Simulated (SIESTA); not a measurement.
Band structure of GaN (F-43m, 2 atoms in the cell).

```
GaN
1.0
    0.00000     2.26000     2.26000
    2.26000     0.00000     2.26000
    2.26000     2.26000     0.00000
Ga N
1 1
Cartesian
  0.00000   0.00000   0.00000
  1.13000   1.13000   1.13000
```

Method: GGA PBE, numerical atomic orbitals DZP, PseudoDojo PBE standard norm-conserving potentials (rewritten from UPF to PSML) in SIESTA.

Settings: XC.functional = GGA; XC.authors = PBE; potentials = PseudoDojo PBE standard; PAO.BasisSize = DZP; PAO.EnergyShift = 0.01 Ry; MeshCutoff = 350 Ry; kgrid.MonkhorstPack = 13 13 13; OccupationFunction = FD; ElectronicTemperature = 10 meV; MaxSCFIterations = 150; SCF.Mixer.Method = Pulay; SCF.Mixer.Weight = 0.1; SCF.Mixer.History = 8; SCF.DM.Tolerance = 1.0E-05.

The starting cell has typed, rounded lattice constants, without a prior relaxation at this level. Values carry the incompleteness of an atom-centred basis.

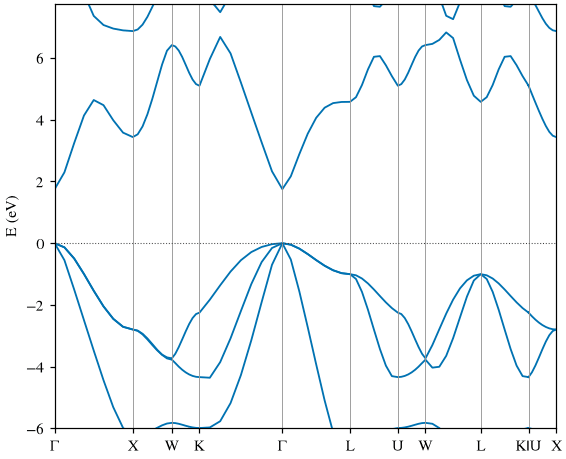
Figure: Bands along the path, energies from the top of the valence band on the path.

Read off roughly the gap and where its edges lie.

The gap along the path is about 1.8 eV (computed: 1.75 eV), direct at Γ to within 0.01 eV.

Levels in eV from the top of the valence band on the path, bands 6 to 10:
```
point       6      7      8      9    10
-----  ------  -----  -----  -----  ----
Γ      -13.68   0.00   0.00   0.00  1.75
X      -11.76  -6.25  -2.80  -2.79  3.44
W      -11.49  -5.82  -3.77  -3.73  6.42
K      -11.61  -5.99  -4.34  -2.25  5.10
L      -12.27  -7.15  -1.00  -1.00  4.58
U      -11.61  -5.99  -4.34  -2.25  5.10
```

Higher empty bands are left out: an atom-centred basis made for the valence describes them poorly.
